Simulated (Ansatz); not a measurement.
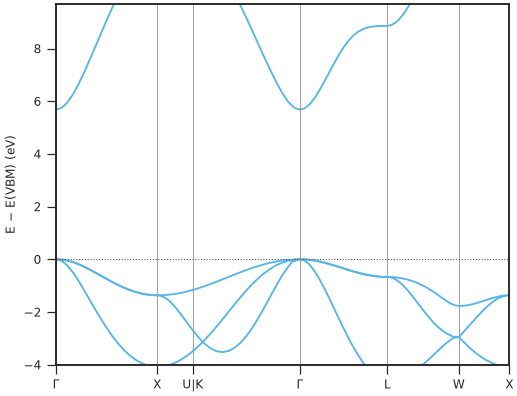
Band structure from plane-wave PAW r²SCAN (Ansatz code)

Q: Read off the gap and where the band edges lie.

A: About 5.7 eV (5.68 eV by a search for the band edges); maximum at Γ, minimum at Γ.

The material is MgO (rock salt, Fm-3m).

The r²SCAN relaxation kept the symmetry of its start. The volume moved by -16 % from the start of the relaxation.

Potentials: the earlier of the program's two PAW sets.
